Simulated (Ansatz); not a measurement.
Consider CsGa$_{3}$Pt$_{2}$.

Input

```
crystal:
  lattice:
    - [5.8443972473, 0.0, 0.0]
    - [-2.9221986236, 5.0613964859, 0.0]
    - [0.0, 0.0, 10.0123607031]
  atoms:
    - { symbol: Cs, position: [0.0, 0.0, 0.0] }
    - { symbol: Ga, position: [0.3333333333, 0.6666666667, 0.0] }
    - { symbol: Ga, position: [0.6666666667, 0.3333333333, 0.0] }
    - { symbol: Ga, position: [0.0, 0.0, 0.5] }
    - { symbol: Pt, position: [0.0, 0.0, 0.269939359] }
    - { symbol: Pt, position: [0.0, 0.0, 0.730060641] }
basis:
  ecutwfc: 420
kpoints:
  mp_grid: { grid: [6, 6, 4] }
hamiltonian:
  xc: pbe
scf:
  occupations: { method: gaussian, width: 0.1 }
output:
  forces: true
  stress: true
  eigenvalues: true
  write_density: true
  write_potential: true
  elf: true
  volumetric_format: npy
relax:
  adjacent_minimum: "off"
  f_tol: 0.01
  max_steps: 80
  cell: { stress_tol: 0.05 }
```

Run with:

```sh
ansatz run input.yaml --threads 1 --pin off --max-ram 2560MiB --backend cpu --events-out ev --progress --plain --runs-dir out
```

Below, planes, directions and counts refer to the conventional cell (a = 5.92 Å, b = 5.92 Å, c = 10.00 Å, α = 90.00°, β = 90.00°, γ = 120.00°).

The fields are those of the run's last geometry, not of the input's.

Space group P6/mmm; a structure generated by program, which may or may not match a known phase.

Method: DFT PBE, scalar-relativistic, plane waves, PAW in Ansatz 0.2.0.

Predict the valence pseudo-density and electron localisation function between the atoms.

Answer. Ga–Pt (2.30 Å): the density is about 0.71 e/Å³ at the midpoint; the ELF is about 0.35 at the midpoint.
Cs–Pt (2.70 Å): ρ at the midpoint is about 0.41 e/Å³; the ELF is about 0.25 at the midpoint: no shared electron pair shows on this line.

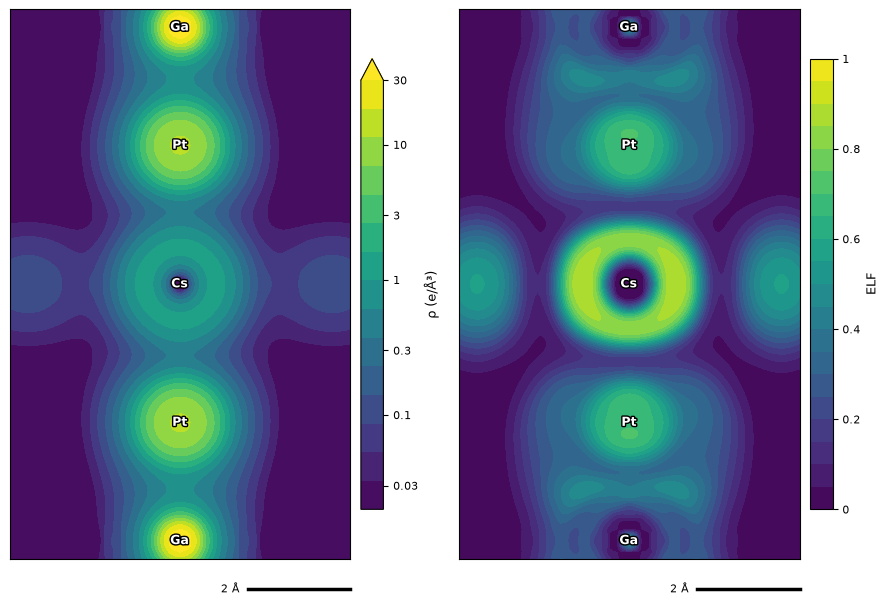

Computed valence pseudo-density and electron localisation function on the (100) plane of the conventional cell, in this order. 
